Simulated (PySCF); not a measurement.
# C2H10OSi2: one change and its effect

System: C2H10OSi2.
Method of the first run: GIAO PBE0/STO-3G NMR shielding, non-relativistic, gas phase (PySCF 2.14.0).

The geometry comes from this level: PBE0-D3(BJ)/def2-SVP. Text and figures count atoms from 1; the logs count them from 0 in places.

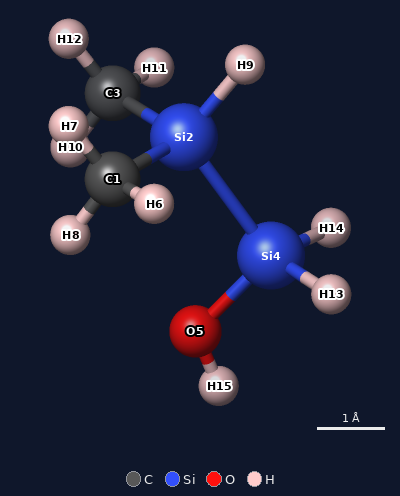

The structure as given in the input (ball-and-stick view, seen at an oblique angle; atoms are numbered from 1 in the order of the input).

### The input, the first run
```
{"job": {"kind": "nmr", "xc": "PBE0", "basis": "STO-3G", "pop": true}, "charge": 0, "multiplicity": 1}
C      1.552117    -1.038505    -0.984338
Si     0.387948     0.414162    -0.689314
C      1.091717     1.594463     0.600639
Si    -1.662005    -0.406893     0.083066
O     -1.268057    -1.201107     1.510753
H      1.150865    -1.719149    -1.750750
H      2.543273    -0.692809    -1.317525
H      1.678894    -1.611125    -0.052418
H      0.156822     1.149911    -1.977326
H      1.209588     1.070506     1.561908
H      0.421392     2.452847     0.760358
H      2.076020     1.980388     0.292241
H     -2.310716    -1.348778    -0.892381
H     -2.661647     0.686783     0.336233
H     -1.994056    -1.613917     1.987465
```

The first line tells a small driver script what to run in PySCF; the rest is the geometry in Å.

Hardware: 1 CPU thread, shared host.

### Output (the first run)
```
coarse grid: 12712 points
cycle   1  E = -727.2961381528  dE = -1.704e-01  |g| = 5.871e-01  |ddm| = 4.275e+00
cycle   2  E = -727.2621512028  dE =  3.399e-02  |g| = 7.099e-01  |ddm| = 1.844e+00
cycle   3  E = -727.4185439466  dE = -1.564e-01  |g| = 3.859e-02  |ddm| = 1.055e+00
cycle   4  E = -727.4189910766  dE = -4.471e-04  |g| = 2.016e-02  |ddm| = 8.985e-02
cycle   5  E = -727.4191207905  dE = -1.297e-04  |g| = 1.762e-03  |ddm| = 2.966e-02
cycle   6  E = -727.4191221730  dE = -1.383e-06  |g| = 1.871e-04  |ddm| = 3.913e-03
final grid: 111200 points
cycle   7  E = -727.3741145639  dE = -5.682e-06  |g| = 3.913e-03  |ddm| = 1.374e-02
cycle   8  E = -727.3741154990  dE = -9.351e-07  |g| = 3.548e-03  |ddm| = 1.023e-02
cycle   9  E = -727.3741195043  dE = -4.005e-06  |g| = 6.284e-05  |ddm| = 4.878e-03
cycle  10  E = -727.3741195054  dE = -1.176e-09  |g| = 2.638e-05  |ddm| = 1.299e-04
cycle  11  E = -727.3741195057  dE = -2.453e-10  |g| = 5.933e-06  |ddm| = 5.180e-05
converged SCF energy = -727.3741195057

GIAO shielding tensors (ppm)
atom      isotropic    diamagn.    paramagn.     s11        s22        s33       span
  0 C      235.081     246.612     -11.531    229.149    236.830    239.265     10.116
  1 Si     553.848     871.613    -317.765    519.416    553.489    588.641     69.226
  2 C      235.073     246.798     -11.725    229.140    236.822    239.256     10.116
  3 Si     541.459     870.099    -328.640    476.261    514.644    633.472    157.212
  4 O      421.743     382.292      39.452    292.830    436.631    535.769    242.939
  5 H       32.473      30.630       1.842     26.871     29.476     41.071     14.200
  6 H       32.461      29.857       2.604     26.572     29.138     41.673     15.101
  7 H       32.265      31.594       0.672     26.506     30.294     39.996     13.490
  8 H       30.759      32.150      -1.391     27.339     27.345     37.593     10.254
  9 H       32.266      31.734       0.532     26.510     30.295     39.994     13.485
 10 H       32.473      30.865       1.607     26.869     29.479     41.070     14.202
 11 H       32.461      29.978       2.483     26.572     29.137     41.674     15.102
 12 H       30.422      31.828      -1.405     26.688     27.845     36.734     10.047
 13 H       30.422      31.951      -1.530     26.684     27.851     36.730     10.046
 14 H       36.921      31.604       5.317     28.394     32.105     50.264     21.870
```

The second run used a changed input.

### The two runs side by side

```csv
quantity,the first run,the second run
outcome,converged,converged
total energy (hartree),−727.374120,−736.152827
HOMO (eV),−3.95,−7.56
LUMO (eV),6.51,−0.20
dipole moment (D),0.74,0.59
shielding of C1 (ppm),235.1,192.5
shielding of Si2 (ppm),553.8,375.4
shielding of C3 (ppm),235.1,192.5
shielding of Si4 (ppm),541.5,351.0
shielding of O5 (ppm),421.7,330.9
shielding of H13 (ppm),30.4,25.8
shielding of H15 (ppm),36.9,31.6
SCF iterations,11,13
basis functions,43,227
wall time (shared host),3.2 s,23 s
```

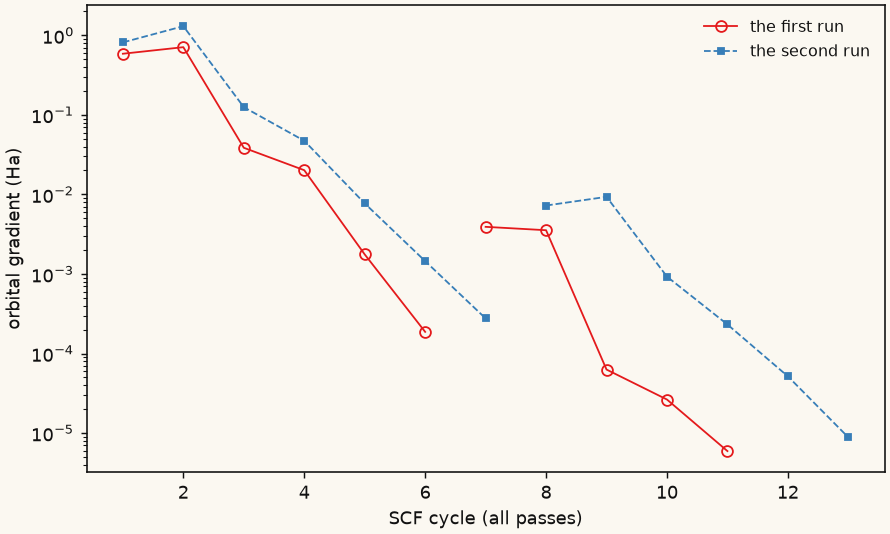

Convergence of the two runs: orbital gradient against the SCF cycle. A break in a curve parts two SCF passes (coarse and final grid). The first run takes 11 cycles in all, and the second run takes 13.

Which change of the input explains these differences?

The change (lines with − go, lines with + come):
```diff
-"basis": "STO-3G"
+"basis": "def2-TZVP"
```

The total energy of the second run is 5508.7 kcal/mol lower, which measures the change of basis and not a stability. The HOMO goes from −3.95 to −7.56 eV. The LUMO goes from 6.51 to −0.20 eV. The dipole moment goes from 0.74 to 0.59 D. Of all shieldings, the largest change is that of Si4, by −190.5 ppm. The SCF takes 13 iterations against 11. The basis functions go from 43 to 227.

### Output (the second run)
```
coarse grid: 12712 points
cycle   1  E = -736.0306267851  dE =  5.953e-02  |g| = 8.151e-01  |ddm| = 2.646e+00
cycle   2  E = -735.8239385794  dE =  2.067e-01  |g| = 1.303e+00  |ddm| = 1.410e+00
cycle   3  E = -736.1568633358  dE = -3.329e-01  |g| = 1.251e-01  |ddm| = 1.026e+00
cycle   4  E = -736.1597564559  dE = -2.893e-03  |g| = 4.724e-02  |ddm| = 1.013e-01
cycle   5  E = -736.1602669006  dE = -5.104e-04  |g| = 7.715e-03  |ddm| = 3.361e-02
cycle   6  E = -736.1602849228  dE = -1.802e-05  |g| = 1.451e-03  |ddm| = 7.456e-03
cycle   7  E = -736.1602854970  dE = -5.742e-07  |g| = 2.762e-04  |ddm| = 1.428e-03
final grid: 111200 points
cycle   8  E = -736.1528153642  dE = -3.909e-05  |g| = 7.252e-03  |ddm| = 3.260e-02
cycle   9  E = -736.1528079928  dE =  7.371e-06  |g| = 9.325e-03  |ddm| = 9.707e-03
cycle  10  E = -736.1528266925  dE = -1.870e-05  |g| = 9.261e-04  |ddm| = 5.768e-03
cycle  11  E = -736.1528268318  dE = -1.393e-07  |g| = 2.317e-04  |ddm| = 6.390e-04
cycle  12  E = -736.1528268433  dE = -1.151e-08  |g| = 5.162e-05  |ddm| = 1.826e-04
cycle  13  E = -736.1528268441  dE = -7.703e-10  |g| = 8.824e-06  |ddm| = 4.833e-05
converged SCF energy = -736.1528268441

GIAO shielding tensors (ppm)
atom      isotropic    diamagn.    paramagn.     s11        s22        s33       span
  0 C      192.532     246.471     -53.939    186.920    190.484    200.192     13.273
  1 Si     375.408     878.814    -503.406    342.507    373.315    410.401     67.894
  2 C      192.512     246.585     -54.074    186.878    190.469    200.189     13.311
  3 Si     350.954     878.466    -527.512    279.525    330.342    442.996    163.471
  4 O      330.888     380.744     -49.856    291.321    340.681    360.662     69.342
  5 H       31.243      29.550       1.694     26.937     28.362     38.432     11.495
  6 H       31.184      29.137       2.048     26.869     28.769     37.915     11.046
  7 H       31.096      30.137       0.959     27.248     29.417     36.623      9.375
  8 H       27.129      30.184      -3.055     24.115     25.479     31.794      7.678
  9 H       31.096      30.238       0.858     27.251     29.417     36.620      9.369
 10 H       31.244      29.696       1.548     26.938     28.364     38.430     11.491
 11 H       31.184      29.217       1.967     26.869     28.769     37.913     11.044
 12 H       25.842      29.494      -3.652     22.862     24.502     30.161      7.299
 13 H       25.842      29.548      -3.705     22.866     24.503     30.158      7.293
 14 H       31.593      28.157       3.436     23.091     26.244     45.443     22.351
```
